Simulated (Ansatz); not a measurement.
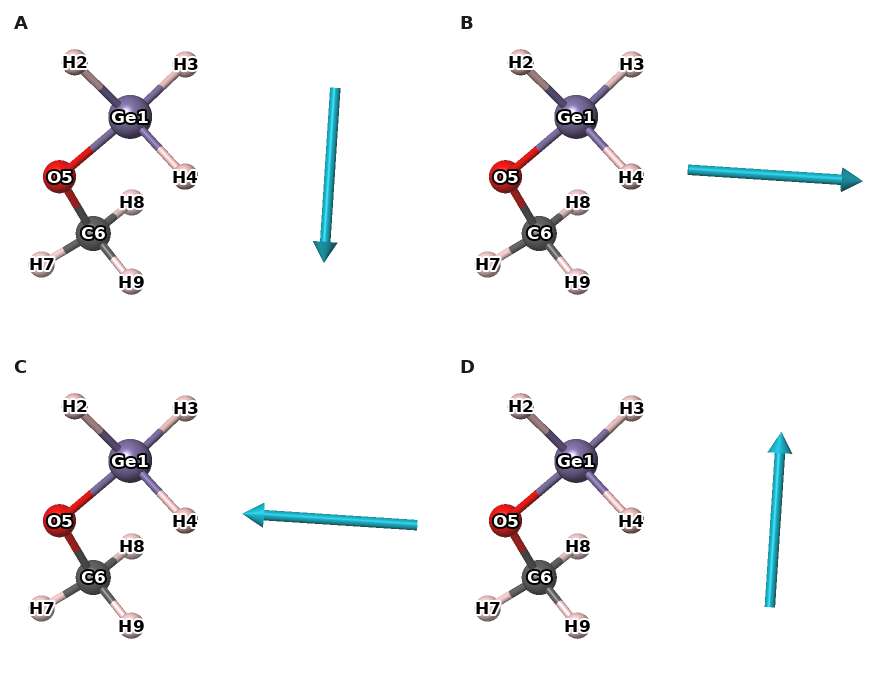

The same molecule four times, each with an arrow. Computed geometry: PBE0-D4/def2-TZVP optimisation. Level of theory: RKS PBE0-D4/def2-TZVP (Ansatz 0.2.0).

> Which arrow points along the dipole moment, from the negative to the positive end?

B. The dipole moment is 1.11 D; it points from the side of H2, O5, H7 to the side of H3, H4 (the outermost atoms at the two ends).
